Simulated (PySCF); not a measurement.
Vertical excitations of a molecule C10H8Se from TDA-B3LYP/def2-SVP run with PySCF 2.14.0, as energy in eV (oscillator strength): 4.53 (0.500), 4.70 (0.008), 4.97 (0.086), 5.22 (0.017), 5.46 (0.003), 5.51 (0.016). Lowest triplet (TDA): 2.98 eV. Geometry optimised at PBE0-D3(BJ)/def2-SVP. Other conformers were not sampled.

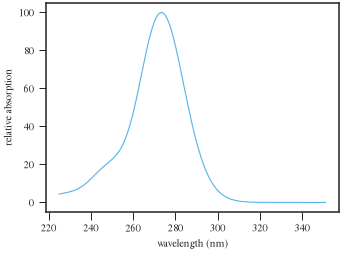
Figure: The lines broadened by 0.4 eV.

### Question
Which structure fits?
(A) c1ccc(-c2cc[se]c2)cc1
(B) c1ccc(-c2ccc[se]2)cc1
(C) C#Cc1[se]cc(C=C)c1C=C

### Answer
B, c1ccc(-c2ccc[se]2)cc1
